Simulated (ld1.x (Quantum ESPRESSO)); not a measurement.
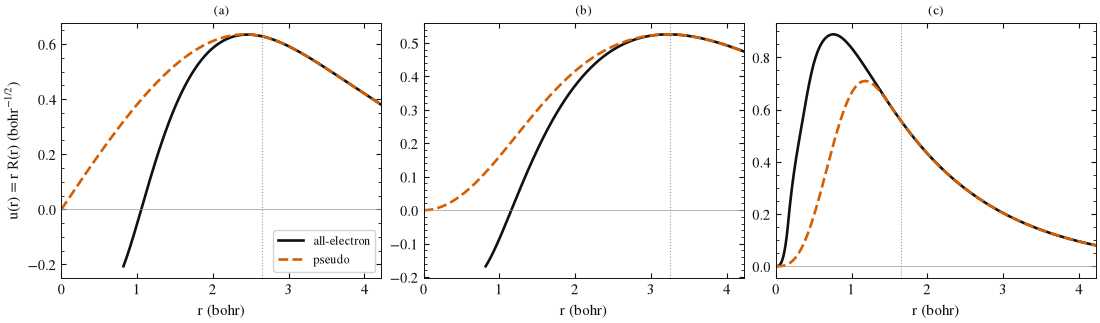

Pseudo-waves (dashed) against the all-electron radial functions (solid). Dotted lines mark the matching radii. The all-electron curves start outside the innermost oscillations, which aren't drawn.

ld1.x (Quantum ESPRESSO) 7.5, LDA (PZ), scalar-relativistic. The levels are (a) -6.92 eV, (b) -2.84 eV, (c) -8.92 eV.

Question: Which element and which shells are these?

Answer: Manganese (Mn), core [Ar], valence 3d5 4s1.75 4p0 (charge +0.25): (a) 4s, (b) 4p, (c) 3d.

Question: Are the pseudo-waves norm-conserving?

Answer: No. It is an ultrasoft set: the norm inside the radius is free, and the augmentation charge carries the difference.

The potential isn't sound: its ghost test gives ghost state below the valence levels: s at -10.1 eV.
